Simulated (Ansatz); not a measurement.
## How fast states decay through Li2SiSnTe4

Wanted: the relaxed cell of Li2SiSnTe4, its band edges and its decay constants. It is built by putting Te for S in the Li2SiSnS4 structure of space group I-42m, with the volume rescaled by atomic radii. The parent structure comes from the Materials Project.

Program: Ansatz 0.2.0. Level of theory: r2SCAN DFT, plane waves, PAW files, in the first sound run; inputs show where later runs differ. Results are calculated unless marked as measured.

The structure was built from a prototype and need not be the compound's stable phase.

**1. The structure**

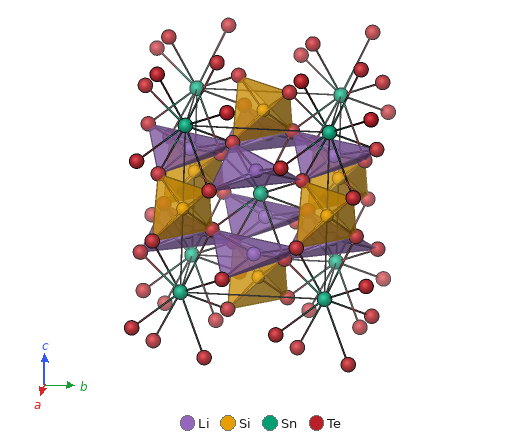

The starting structure, seen slightly off an axis (lithium purple, silicon orange, tin teal, tellurium red). This picture shows the conventional cell, with its axes. Some periodic images of atoms are drawn too.

**2. Cell and atoms at rest**

The substituted atoms don't fit the parent's cell, so cell and atoms relax together. A small smearing keeps the run stable in case the gap closes on the way.

Contents of input.yaml:

```yaml
crystal:
  lattice:
    - [-3.5006634296, 3.5006634296, 4.1814723302]
    - [3.5006634296, -3.5006634296, 4.1814723302]
    - [3.5006634296, 3.5006634296, -4.1814723302]
  atoms:
    - { symbol: Li, position: [0.25, 0.75, 0.5] }
    - { symbol: Li, position: [0.75, 0.25, 0.5] }
    - { symbol: Si, position: [0.5, 0.5, 0.0] }
    - { symbol: Sn, position: [0.0, 0.0, 0.0] }
    - { symbol: Te, position: [0.466311, 0.466311, 0.616017] }
    - { symbol: Te, position: [0.533689, 0.149706, 0.0] }
    - { symbol: Te, position: [0.149706, 0.533689, 0.0] }
    - { symbol: Te, position: [0.850294, 0.850294, 0.383983] }
kpoints:
  mp_grid: { grid: [4, 4, 4] }
scf:
  occupations: { method: gaussian, width: 0.03 }
hamiltonian:
  xc: r2scan
output:
  forces: true
  stress: true
relax:
  f_tol: 0.02
  max_steps: 60
  cell: {}
```

Started as:

```
$ ansatz run input.yaml --threads 2 --pin off --max-ram 4096MiB --backend cpu --events-out ev --progress --plain --runs-dir out
```

Numbers of over 12 decimals in the logs are rounded to 6 here.

Log:

```text
Engine: ansatz 0.2.0, aarch64-unknown-linux-gnu
Pseudopotentials: kind: paw
Pseudopotential: Li, paw, valence charge 3, recommended cutoff 500 eV (meta_gga), Li.paw.azcp
Pseudopotential: Si, paw, valence charge 4, recommended cutoff 500 eV (meta_gga), Si.paw.azcp
Pseudopotential: Sn, paw, valence charge 14, recommended cutoff 500 eV (meta_gga), Sn.paw.azcp
Pseudopotential: Te, paw, valence charge 16, recommended cutoff 500 eV (meta_gga), Te.paw.azcp
Functional definition: r2SCAN
  parameter k0 = 0.174
  parameter k1 = 0.065
  parameter a1 = 4.9479
  exchange = r2scan_x(k0 = k0, k1 = k1, a1 = a1)
  correlation = r2scan_c
Crystal: 8 atoms, lattice volume = 204.970 Å³
Basis set: ecut = 500 eV, 5219 PW (Γ), exchange–correlation on 192×192×192 points (64 copies of the dense FFT grid, shifted against one another)
Bands: 53, of which v1, the nominal top of the filled ones, is band 44 counted from 1 (43 counted from 0)
Symmetry: 8 space group operations
Space group: I-42m (ITA 121), of the structure as read, at distance tolerance 5.9e-5 Å
k-points: 13 of 64 (time reversal used)
Non-local potential: Li, projectors of the file, l = 0: 3, l = 1: 2, l = 2: 1
Non-local potential: Si, projectors of the file, l = 0: 2, l = 1: 2, l = 2: 2
Non-local potential: Sn, projectors of the file, l = 0: 2, l = 1: 2, l = 2: 2, l = 3: 2
Non-local potential: Te, projectors of the file, l = 0: 2, l = 1: 2, l = 2: 2, l = 3: 2
PAW form: soft (Blöchl's): semilocal exchange-correlation on the pseudo side does not see the compensation charge
PAW frozen core: Si, regenerated for the run's functional (the file was generated under x = pbe(κ = 0.804, μ = 0.219515), c = pbe(β = 0.066725))
PAW frozen core: Sn, regenerated for the run's functional (the file was generated under x = pbe(κ = 0.804, μ = 0.219515), c = pbe(β = 0.066725))
PAW frozen core: Te, regenerated for the run's functional (the file was generated under x = pbe(κ = 0.804, μ = 0.219515), c = pbe(β = 0.066725))
PAW one-centre angular grid: Li, 302 points (default); XC on 327 of its mesh's 2665 points in the sphere
PAW one-centre angular grid: Si, 302 points (default); XC on 160 Gauss nodes
PAW one-centre angular grid: Sn, 590 points (default); XC on 249 of its mesh's 2787 points in the sphere
PAW one-centre angular grid: Te, 590 points (default); XC on 160 Gauss nodes
Initial density: superposition of atomic densities (neutral atoms: chi_scale 0, normalization atom), corrected by the library's trained network
Initial wavefunctions: pseudopotential atomic-orbital guess
Functional: x = r2scan, c = r2scan; τ floored in thin density (d = 2e-4 eV/Å³)
SCF iter   1: F=—  HF=-35069.919226 eV  |F-HF|=—  |Δ(HF+E_count)|=         —  Δρ=3.67e-3  dr2=3.83e-2  dr2_τ=2.58e-2  ethr=1.77e-3  ⟨swp⟩=8.4  Hψ=2984  notcnv=0  defer=5
preconditioner: auto → Resta (q_TF=auto, 2.370 Å⁻¹)  ε∞=3.8  [insulator: Δε(μ)=1.189 eV  Ē_g=9.073 eV  σ=0.030 eV  W_gap=1.00  n_scr=50 (ndim 8)  ℏωp=15.1 eV  f_vac=0.024  D(μ)=0.00/eV (n_scr^D=0)  ε∞_Penn≈3.8]
SCF iter   2: F=—  HF=-35070.025339 eV  |F-HF|=—  |Δ(HF+E_count)|=   1.06e-1  Δρ=2.15e-3  dr2=1.16e-2  dr2_τ=1.37e-4  ethr=4.35e-5  ⟨swp⟩=3.0  Hψ=1487  notcnv=0  defer=47
SCF iter   3: F=—  HF=-35070.025621 eV  |F-HF|=—  |Δ(HF+E_count)|=   2.82e-4  Δρ=5.81e-4  dr2=7.70e-4  dr2_τ=4.19e-5  ethr=1.32e-5  ⟨swp⟩=3.4  Hψ=1255  notcnv=0  defer=34
automatic band count: iteration 3 solves 52 bands in place of 53: the levels show a gap, and the empty bands left out lie too high to hold charge; the band table lists the bands solved (type scf.n_extra_bands for more)
SCF iter   4: F=—  HF=-35070.025668 eV  |F-HF|=—  |Δ(HF+E_count)|=   4.70e-5  Δρ=1.86e-4  dr2=6.59e-5  dr2_τ=1.54e-6  ethr=8.75e-7  ⟨swp⟩=2.0  Hψ=928  notcnv=0  defer=34
SCF iter   5: F=—  HF=-35070.025662 eV  |F-HF|=—  |Δ(HF+E_count)|=   5.99e-6  Δρ=4.10e-5  dr2=3.77e-6  dr2_τ=9.56e-8  ethr=7.49e-8  ⟨swp⟩=2.0  Hψ=863  notcnv=0  defer=34
SCF iter   6: F=—  HF=-35070.025665 eV  |F-HF|=—  |Δ(HF+E_count)|=   2.92e-6  Δρ=1.25e-5  dr2=4.65e-7  dr2_τ=7.96e-9  ethr=4.28e-9  ⟨swp⟩=2.0  Hψ=928  notcnv=0  defer=34
SCF iter   7: F=-35070.025665 eV  HF=-35070.025665 eV  |F-HF|=1.19e-9  |Δ(HF+E_count)|=   4.93e-8  Δρ=3.14e-6  dr2=1.72e-8  dr2_τ=4.49e-10  ethr=1.14e-10  ⟨swp⟩=5.0  Hψ=2340  notcnv=0
SCF 1 converged in 7 iterations: F = -35070.025665 eV  dr2 = 1.72e-8
  greatest PAW one-centre occupation: 0.999 electrons in one spin orbital (limit 2), on the Li atom at site 1 (counted from 0), in its partial waves of l = 0
relax step   1: F+E_penalty+E_count = -35070.02566479 eV  Δ(F+E_penalty+E_count) = +0.000e0 eV  max|allowed force component| = 1.594e0 eV/Å  Δτ_max = 0.0000 Å  P = +9.944 GPa  Ω = 204.970 Å³  (7 SCF iters, dr2 threshold 1.00e-7 eV, accepted)
Crystal: 8 atoms, lattice volume = 232.665 Å³
Basis set: ecut = 500 eV, 5915 PW (Γ), exchange–correlation on 192×192×192 points (64 copies of the dense FFT grid, shifted against one another)
Initial density: handed on by an earlier stage of this run
Initial wavefunctions: those handed on with the density
iter 1 solved again at ethr=2.60e-4 eV; its pass at ethr=3.10e-3 eV (dr2=2.28e-1 eV) is discarded
SCF iter   1: F=—  HF=-35069.979604 eV  |F-HF|=—  |Δ(HF+E_count)|=         —  Δρ=7.45e-3  dr2=2.28e-1  dr2_τ=6.68e-1  ethr=2.60e-4  ⟨swp⟩=1.8  Hψ=3617  notcnv=0
automatic band count: iteration 1 solves 51 bands in place of 53: the levels show a gap, and the empty bands left out lie too high to hold charge; the band table lists the bands solved (type scf.n_extra_bands for more)
preconditioner: auto → Resta (q_TF=auto, 2.320 Å⁻¹)  ε∞=4.3  [insulator: Δε(μ)=1.032 eV  Ē_g=7.815 eV  σ=0.030 eV  W_gap=1.00  n_scr=50 (ndim 8)  ℏωp=14.2 eV  f_vac=0.048  D(μ)=0.00/eV (n_scr^D=0)  ε∞_Penn≈4.3]
SCF iter   2: F=—  HF=-35071.235734 eV  |F-HF|=—  |Δ(HF+E_count)|=    1.26e0  Δρ=4.37e-3  dr2=5.57e-2  dr2_τ=7.37e-4  ethr=2.60e-4  ⟨swp⟩=5.1  Hψ=1704  notcnv=0  defer=2
SCF iter   3: F=—  HF=-35071.230890 eV  |F-HF|=—  |Δ(HF+E_count)|=   4.84e-3  Δρ=1.47e-3  dr2=6.82e-3  dr2_τ=1.48e-4  ethr=6.33e-5  ⟨swp⟩=3.1  Hψ=984  notcnv=0  defer=5
SCF iter   4: F=—  HF=-35071.231514 eV  |F-HF|=—  |Δ(HF+E_count)|=   6.24e-4  Δρ=4.06e-4  dr2=7.28e-4  dr2_τ=8.78e-6  ethr=7.75e-6  ⟨swp⟩=2.0  Hψ=908  notcnv=0  defer=6
SCF iter   5: F=—  HF=-35071.231699 eV  |F-HF|=—  |Δ(HF+E_count)|=   1.85e-4  Δρ=1.10e-4  dr2=3.72e-5  dr2_τ=8.17e-7  ethr=8.28e-7  ⟨swp⟩=2.0  Hψ=877  notcnv=0  defer=6
SCF iter   6: F=—  HF=-35071.231714 eV  |F-HF|=—  |Δ(HF+E_count)|=   1.53e-5  Δρ=3.13e-5  dr2=2.53e-6  dr2_τ=3.77e-8  ethr=4.22e-8  ⟨swp⟩=2.7  Hψ=1189  notcnv=0  defer=6
SCF iter   7: F=-35071.231714 eV  HF=-35071.231714 eV  |F-HF|=5.54e-8  |Δ(HF+E_count)|=   3.06e-7  Δρ=8.11e-6  dr2=1.66e-7  dr2_τ=2.60e-9  ethr=9.09e-10  ⟨swp⟩=5.0  Hψ=2310  notcnv=0
SCF 2 converged in 7 iterations: F = -35071.231714 eV  dr2 = 1.66e-7
relax step   2: F+E_penalty+E_count = -35071.23171427 eV  Δ(F+E_penalty+E_count) = -1.206e0 eV  max|allowed force component| = 8.473e-2 eV/Å  Δτ_max = 0.1086 Å  P = -0.222 GPa  Ω = 232.665 Å³  energy of the carried Pulay correction = -2.339e-3 eV  (7 SCF iters, dr2 threshold 8.00e-7 eV, accepted)
Crystal: 8 atoms, lattice volume = 232.914 Å³
Basis set: ecut = 500 eV, 5939 PW (Γ), exchange–correlation on 192×192×192 points (64 copies of the dense FFT grid, shifted against one another)
iter 1 solved again at ethr=1.30e-6 eV; its pass at ethr=3.10e-3 eV (dr2=1.14e-3 eV) is discarded
SCF iter   1: F=—  HF=-35071.230688 eV  |F-HF|=—  |Δ(HF+E_count)|=         —  Δρ=6.40e-4  dr2=1.23e-3  dr2_τ=6.84e-3  ethr=1.30e-6  ⟨swp⟩=2.4  Hψ=3131  notcnv=0
automatic band count: iteration 1 solves 51 bands in place of 53: the levels show a gap, and the empty bands left out lie too high to hold charge; the band table lists the bands solved (type scf.n_extra_bands for more)
preconditioner: auto → Resta (q_TF=auto, 2.320 Å⁻¹)  ε∞=4.2  [insulator: Δε(μ)=1.027 eV  Ē_g=7.887 eV  σ=0.030 eV  W_gap=1.00  n_scr=50 (ndim 8)  ℏωp=14.2 eV  f_vac=0.039  D(μ)=0.00/eV (n_scr^D=0)  ε∞_Penn≈4.2]
SCF iter   2: F=—  HF=-35071.234410 eV  |F-HF|=—  |Δ(HF+E_count)|=   3.72e-3  Δρ=3.14e-4  dr2=1.96e-4  dr2_τ=4.40e-6  ethr=1.30e-6  ⟨swp⟩=3.0  Hψ=1299  notcnv=0
SCF iter   3: F=—  HF=-35071.234382 eV  |F-HF|=—  |Δ(HF+E_count)|=   2.74e-5  Δρ=9.74e-5  dr2=2.06e-5  dr2_τ=3.34e-7  ethr=2.23e-7  ⟨swp⟩=2.0  Hψ=797  notcnv=0
SCF iter   4: F=—  HF=-35071.234388 eV  |F-HF|=—  |Δ(HF+E_count)|=   5.93e-6  Δρ=2.02e-5  dr2=1.52e-6  dr2_τ=2.38e-8  ethr=2.34e-8  ⟨swp⟩=2.0  Hψ=883  notcnv=0
SCF iter   5: F=-35071.234389 eV  HF=-35071.234389 eV  |F-HF|=3.65e-8  |Δ(HF+E_count)|=   6.01e-7  Δρ=5.95e-6  dr2=1.23e-7  dr2_τ=1.47e-9  ethr=5.10e-10  ⟨swp⟩=5.0  Hψ=2313  notcnv=0
SCF 3 converged in 5 iterations: F = -35071.234389 eV  dr2 = 1.23e-7
relax step   3: F+E_penalty+E_count = -35071.23438872 eV  Δ(F+E_penalty+E_count) = -2.674e-3 eV  max|allowed force component| = 1.907e-2 eV/Å  Δτ_max = 0.0133 Å  P = -0.140 GPa  Ω = 232.914 Å³  energy of the carried Pulay correction = -2.359e-3 eV  (5 SCF iters, dr2 threshold 4.49e-7 eV, accepted)
[...]
relax step   4: F+E_penalty+E_count = -35071.23521497 eV  Δ(F+E_penalty+E_count) = -8.262e-4 eV  max|allowed force component| = 5.820e-3 eV/Å  Δτ_max = 0.0056 Å  P = -0.013 GPa  Ω = 232.290 Å³  energy of the carried Pulay correction = -2.309e-3 eV  (5 SCF iters, dr2 threshold 7.97e-8 eV, accepted)
Basis set: ecut = 500 eV, 5915 PW (Γ), exchange–correlation on 200×200×200 points (64 copies of the dense FFT grid, shifted against one another)
Initial wavefunctions: pseudopotential atomic-orbital guess (no wavefunctions were taken with the density)
iter 1 solved again at ethr=5.60e-7 eV; its pass at ethr=3.10e-3 eV (dr2=4.93e-4 eV) is discarded
SCF iter   1: F=—  HF=-35071.237507 eV  |F-HF|=—  |Δ(HF+E_count)|=         —  Δρ=1.94e-4  dr2=3.49e-6  dr2_τ=1.22e-5  ethr=5.60e-7  ⟨swp⟩=3.1  Hψ=4678  notcnv=0
preconditioner: auto → Resta (q_TF=auto, 2.321 Å⁻¹)  ε∞=3.9  [insulator: Δε(μ)=1.021 eV  Ē_g=8.346 eV  σ=0.030 eV  W_gap=1.00  n_scr=50 (ndim 8)  ℏωp=14.2 eV  f_vac=0.039  D(μ)=0.00/eV (n_scr^D=0)  ε∞_Penn≈3.9]
SCF iter   2: F=—  HF=-35071.238236 eV  |F-HF|=—  |Δ(HF+E_count)|=   7.28e-4  Δρ=9.82e-5  dr2=8.39e-7  dr2_τ=6.06e-6  ethr=3.96e-9  ⟨swp⟩=2.0  Hψ=1261  notcnv=0
SCF iter   3: F=—  HF=-35071.238401 eV  |F-HF|=—  |Δ(HF+E_count)|=   1.65e-4  Δρ=1.61e-5  dr2=8.39e-8  dr2_τ=1.40e-7  ethr=9.53e-10  ⟨swp⟩=2.0  Hψ=1261  notcnv=0
SCF iter   4: F=—  HF=-35071.238405 eV  |F-HF|=—  |Δ(HF+E_count)|=   4.00e-6  Δρ=1.92e-6  dr2=3.66e-9  dr2_τ=2.26e-9  ethr=9.54e-11  ⟨swp⟩=2.0  Hψ=1261  notcnv=0
SCF iter   5: F=—  HF=-35071.238405 eV  |F-HF|=—  |Δ(HF+E_count)|=   5.87e-8  Δρ=3.30e-7  dr2=4.14e-10  dr2_τ=1.94e-11  ethr=4.16e-12  ⟨swp⟩=2.0  Hψ=1261  notcnv=0
SCF iter   6: F=-35071.238405 eV  HF=-35071.238405 eV  |F-HF|=5.09e-11  |Δ(HF+E_count)|=  2.40e-10  Δρ=1.16e-7  dr2=4.75e-11  dr2_τ=3.26e-12  ethr=1.00e-12  ⟨swp⟩=5.2  Hψ=2369  notcnv=0
SCF 5 converged in 6 iterations: F = -35071.238405 eV  dr2 = 4.75e-11
relax step   5: F+E_penalty+E_count = -35071.23840490 eV  Δ(F+E_penalty+E_count) = -3.190e-3 eV  max|allowed force component| = 5.835e-3 eV/Å  Δτ_max = 0.0000 Å  P = -0.003 GPa  Ω = 232.290 Å³  stress off target by 2.33e-2 GPa  SCF on the basis re-selected at this cell (its energy is not comparable with the rows above)  (6 SCF iters)
basis re-selected at this cell: Δ(F+E_penalty+E_count) = -3.190e-3 eV, ΔP = +0.010 GPa vs the last step (what re-selecting the basis moved, of the pressure what is left beyond the Pulay correction that the steps carried, after the strain that the cell walked since its last selection, with what the two solves' SCF thresholds leave and, on support functions, any second-order correction that the steps lacked; it is no measure of the basis error at this ecutwfc). The dense FFT grid was sized anew with the basis: this SCF ran on 50×50×50 points, the steps before it on 48×48×48, so part of this shift can come from that change (see relax.cell in the input reference). [rest of the remark cut]
SCF converged after 6 iterations
Free energy (F): -35071.238405 eV
Harris-Foulkes:  -35071.238405 eV  (|F-HF|=5.09e-11)
Internal energy: -35071.238405 eV  (E = F + TS)
E sigma→0 (E₀):  -35071.238405 eV
Fermi energy:    6.805384 eV
--- Per-component energies (eV) ---
  E_band       = -1506.866828
  E_kinetic    = 989.174574
  E_local      = -7122.627378  (includes V_loc(G=0)·N_el)
  E_nonlocal   = -1316.314335
  E_hartree    = 4247.566153
  E_xc         = -908.399698
  E_vxc        = -630.666194  (∫ρ·V_xc dr)
  E_paw        = -23464.812333  (= ΣΔE_a)
  E_vpaw       = -1959.106182  (= ΣTr[D̂ρ^β])
  E_aug_tail   = -0.000350  (compensation charges beyond the density's cutoff)
  E_vtau       = 37.540683  (kinetic-family band-sum trace: ∫τ·v_τ [+ j·A + Jᵃ·Aᵃ] dr)
  E_ewald      = -7497.623347
  E_core_change = 1.798309  (= ΣΔE_core)
  E_smearing   = -0.000000  (= −TS)
  E_closure    = -0.000000  (closes the sum)
  Σ components = -35071.238405   (vs F -35071.238405, Δ=0.00e0)
--- Forces (eV/Å), atoms counted from 1 ---
  atom   1  Li    -0.00000000     0.00000000     0.00000000
  atom   2  Li    -0.00000000    -0.00000000     0.00000000
  atom   3  Si    -0.00000000     0.00000000    -0.00000000
  atom   4  Sn    -0.00000000    -0.00000000     0.00000000
  atom   5  Te     0.00583468     0.00583468     0.00525629
  atom   6  Te     0.00583468    -0.00583468    -0.00525629
  atom   7  Te    -0.00583468     0.00583468    -0.00525629
  atom   8  Te    -0.00583468    -0.00583468     0.00525629
  max |Σ_I F_I| component: 5.64e-17 eV/Å
--- Stress (GPa, compression-positive) ---
        0.006951       0.000000       0.000000
        0.000000       0.006951      -0.000000
        0.000000      -0.000000      -0.023256
  P = ⅓ Tr σ = -0.0031 GPa (-0.031 kbar)
--- Relaxed structure (4 steps of the walk, 4 accepted, 1 SCFs on fresh bases) ---
  F+E_penalty+E_count = -35071.23840490 eV   max|allowed force component| = 5.835e-3 eV/Å   (the final SCF, on the basis selected at the relaxed cell)
  cell:  # Å, volume = 232.2899 Å³
    - [-3.674629, 3.674629, 4.300741]
    - [3.674629, -3.674629, 4.300741]
    - [3.674629, 3.674629, -4.300741]
  atoms:
    - { symbol: Li, position: [0.250000, 0.750000, 0.500000] }
    - { symbol: Li, position: [0.750000, 0.250000, 0.500000] }
    - { symbol: Si, position: [0.5, 0.5, 0] }
    - { symbol: Sn, position: [0, 0, 0] }
    - { symbol: Te, position: [0.461769, 0.461769, 0.597665] }
    - { symbol: Te, position: [0.538231, 0.135896, 0.0] }
    - { symbol: Te, position: [0.135896, 0.538231, 0.0] }
    - { symbol: Te, position: [0.864104, 0.864104, 0.402335] }
```

It took 50 s on 2 threads of Arm Neoverse V2, shared host; peak memory 0.99 GiB; 99 s of CPU time.

Relaxation path:

| step | energy less that of the first step (eV) | largest force component (eV/Å) | pressure (GPa) | volume (Å³) |
| --- | --- | --- | --- | --- |
| 1 | 0.0000 | 1.5943 | 9.94 | 204.97 |
| 2 | -1.2060 | 0.0847 | -0.22 | 232.67 |
| 3 | -1.2087 | 0.0191 | -0.14 | 232.91 |
| 4 | -1.2095 | 0.0058 | -0.01 | 232.29 |
| 5* | -1.2127 | 0.0058 | 0.00 | 232.29 |

Relaxation steps marked * repeat the geometry before them on a plane-wave basis chosen anew for their cell, so energy and pressure can jump there.

The run keeps the 8 symmetry operations that it works with, so distortions that break them were not tested.

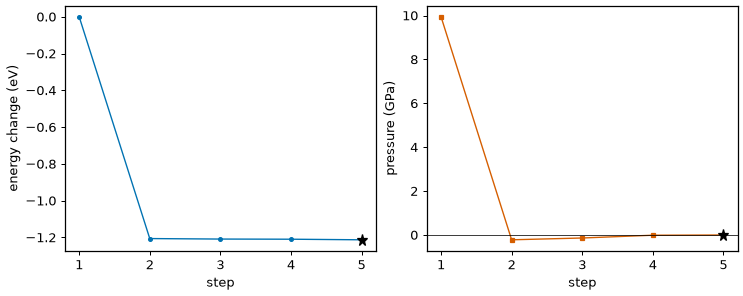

Energy and pressure along the relaxation. Stars mark steps on a basis chosen anew.

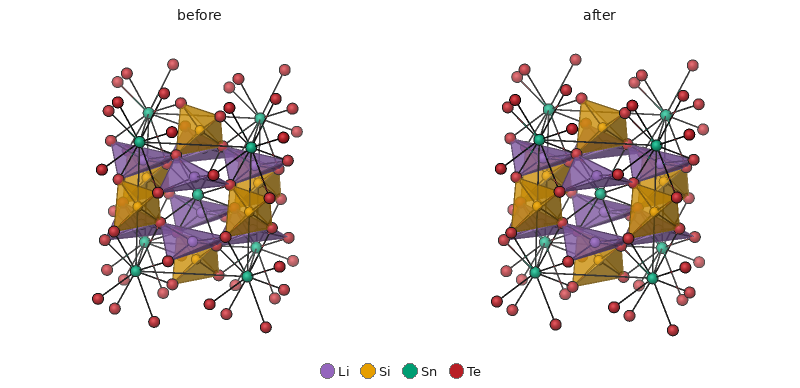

Before and after, at one scale.

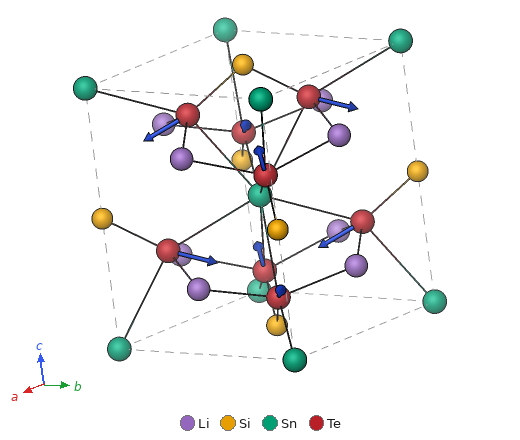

Displacements in the relaxation, exaggerated, measured against the changing cell; the longest in the cell stands for 0.10 Å. Some periodic images of atoms are drawn too.

| conventional cell, symmetrised | before | after | change |
| --- | --- | --- | --- |
| a (Å) | 7.001 | 7.349 | +5.0 % |
| b (Å) | 7.001 | 7.349 | +5.0 % |
| c (Å) | 8.363 | 8.601 | +2.9 % |
| volume (Å³/atom) | 25.62 | 29.04 | +13.3 % |

The atoms that moved most (Å, as changes of fractional coordinates times the final cell):

```csv
atom,dx,dy,dz,length
Te8,0.067,0.067,0.040,0.103
Te6,-0.067,0.067,-0.040,0.103
Te7,0.067,-0.067,-0.040,0.103
Te5,-0.067,-0.067,0.040,0.103
```

Final coordinates:

```cif
data_structure
_symmetry_space_group_name_H-M 'P 1'
_symmetry_Int_Tables_number 1
_cell_length_a 6.7455
_cell_length_b 6.7455
_cell_length_c 6.7455
_cell_angle_alpha 113.985
_cell_angle_beta 113.985
_cell_angle_gamma 100.778
_cell_volume 232.29
loop_
_atom_site_label
_atom_site_type_symbol
_atom_site_fract_x
_atom_site_fract_y
_atom_site_fract_z
_atom_site_occupancy
Li1 Li 0.25000 0.75000 0.50000 1
Li2 Li 0.75000 0.25000 0.50000 1
Si3 Si 0.50000 0.50000 0.00000 1
Sn4 Sn 0.00000 0.00000 0.00000 1
Te5 Te 0.46177 0.46177 0.59766 1
Te6 Te 0.53823 0.13590 0.00000 1
Te7 Te 0.13590 0.53823 0.00000 1
Te8 Te 0.86410 0.86410 0.40234 1
```

Numbers from this step:

- free energy: -35071.2384 eV
- Fermi energy: 6.805 eV
- pressure: -0.003118 GPa

The largest force component on a free atom ends at 0.0058 eV/Å.

(Part 1 of 3 ends here.)

[Logs are printed without paths, hosts, clocks, repeated set-up lines and the standing remarks that a program may print on its own settings, such as how far it seeks lower states.]

[Hosts, paths, dates, database ids (printed as entryN), source tags and the programs' standing remarks are cut or masked in the printed files.]
